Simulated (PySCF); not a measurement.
## Electronic structure of C₅H₁₄AlB in real space

```xyz
21

B    -2.2497    0.3237   -0.5444
C    -0.9919    0.2570    0.2905
Al   -1.4317   -1.7510    0.0325
C     0.3766    0.7231   -0.1878
C     0.4566    2.2486   -0.0836
C     1.5226    0.0884    0.6105
C     1.5523   -1.4278    0.4931
H    -2.2155    0.4549   -1.7159
H    -3.3001    0.1385   -0.0176
H    -1.0906    0.3839    1.3782
H    -2.1531   -2.5284    1.1640
H    -0.9580   -2.6315   -1.1571
H     0.4963    0.4450   -1.2420
H    -0.3322    2.7068   -0.6745
H     0.3343    2.5630    0.9513
H     1.4184    2.6119   -0.4419
H     1.4320    0.3717    1.6626
H     2.4712    0.4887    0.2427
H     0.6571   -1.8759    0.9538
H     1.5717   -1.7313   -0.5542
H     2.4247   -1.8422    0.9941
```

Geometry: GFN2-xTB.

These are results of PBE0/pcSseg-1, SCF density, gas phase, non-relativistic in PySCF, not measurements.

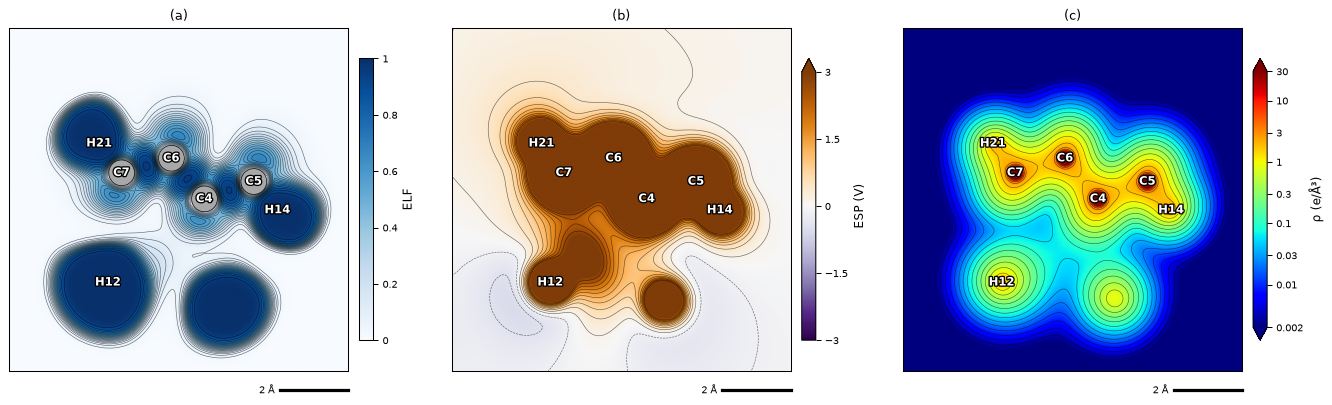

Figure 1. (a) ELF; (b) molecular electrostatic potential; (c) total electron density on the plane of atoms C5, C4 and C6. Grey discs cover the atomic cores in the ELF map.

> What does the map show?

- The section cuts through C and H sites.
- C–C (1.52 Å): the density is about 1.6 e/Å³ at the midpoint; the ELF peaks at about 0.95 between the atoms; a covalent bond.
- C–H (1.09 Å): ρ at the midpoint is about 2 e/Å³; the ELF climbs to about 1 towards the hydrogen, as it does in any bond to H; an ordinary covalent bond to hydrogen.
- Outside the dense part of the molecule the potential is most negative (−0.6 V) near H12.

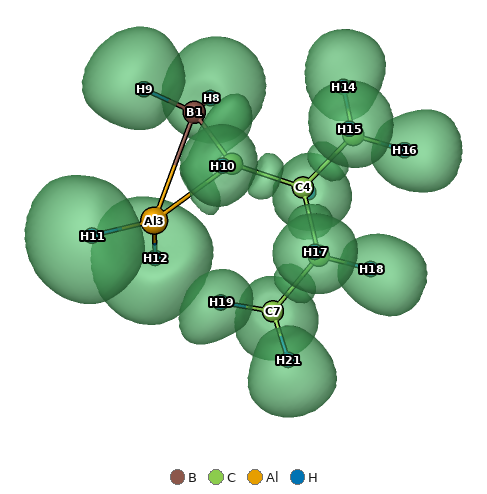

Figure 2. Isosurface of the electron localisation function at 0.8 (green), seen at a tilt. Only the valence region is drawn (cores and ρ < 0.01 e/Å³ removed).

> What do the ELF domains correspond to?

The ELF exceeds this value in one region between bonded B–C atoms (shared pairs), four regions between bonded C–C atoms (shared pairs) and 14 regions around hydrogen nuclei.


C–B (1.51 Å): the ELF peaks at about 0.95 between the atoms: localised, covalent bonding.

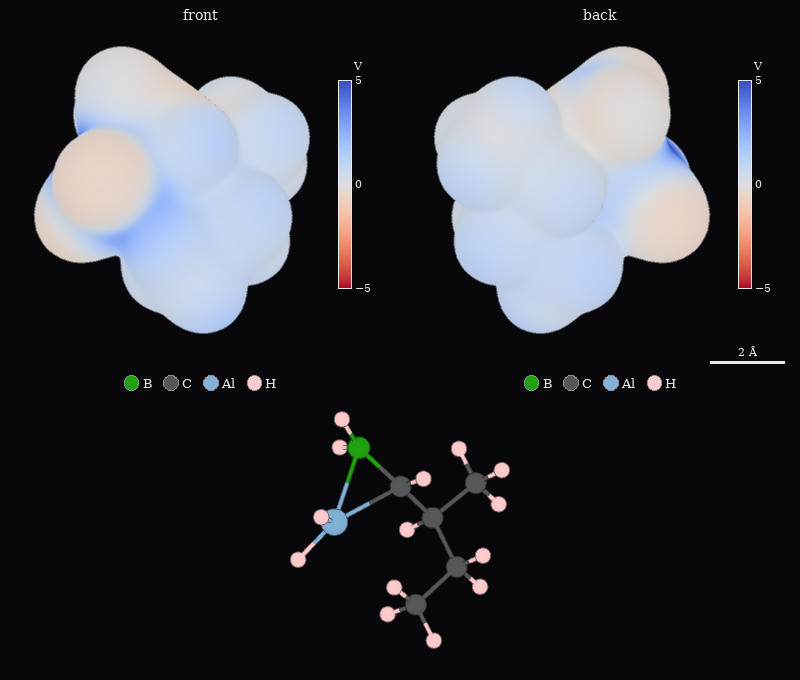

Figure 3. The electrostatic potential painted on the density surface at 0.004 e/bohr³, seen from the front and from behind; red is negative and blue positive. The bare structure is drawn below in the same view.

> Which sites attract a positive test charge, and which a negative one?

A positive charge is drawn to the negative regions and a negative charge to the positive ones. The most negative region (about −0.5 V) lies over H11 and H12, the most positive (about +4.1 V) over Al3.
